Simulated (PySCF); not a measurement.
Zn(NH3)4, SMILES [NH3]->[Zn+2](<-[NH3])(<-[NH3])<-[NH3] (charge +2) at its GFN2-xTB optimised geometry (Å):

```
17

Zn    -0.3800    -0.7798     0.0000
N     -1.0690     1.1575     0.0000
H     -0.8045     1.6887    -0.8333
H     -0.7286     1.7162     0.7865
H     -2.0882     1.2320     0.0466
N     -1.0651    -1.7479     1.6797
H     -0.7054    -2.7000     1.7826
H     -2.0829    -1.8469     1.7117
H     -0.8192    -1.2783     2.5546
N     -1.0624    -1.7491    -1.6801
H     -0.6996    -1.3621    -2.5549
H     -2.0798    -1.7260    -1.7848
H     -0.8177    -2.7420    -1.7107
N      1.6761    -0.7798     0.0000
H      2.0882    -0.2961    -0.8017
H      2.0879    -1.7162    -0.0181
H      2.0882    -0.3275     0.8198
```

Level of theory: B3LYP/def2-SVP in PySCF. Cells within 0.4 Å of a nucleus heavier than hydrogen are left out (blank, or x).

Map of the LUMO amplitude (bohr^(-3/2)) on the plane z = 0.0 Å; orbital energy -8.72 eV, overall sign arbitrary:

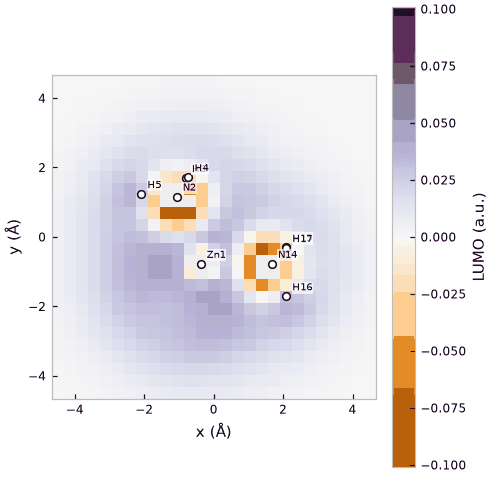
*LUMO amplitude (bohr^(-3/2)) on the plane z = 0.0 Å.*
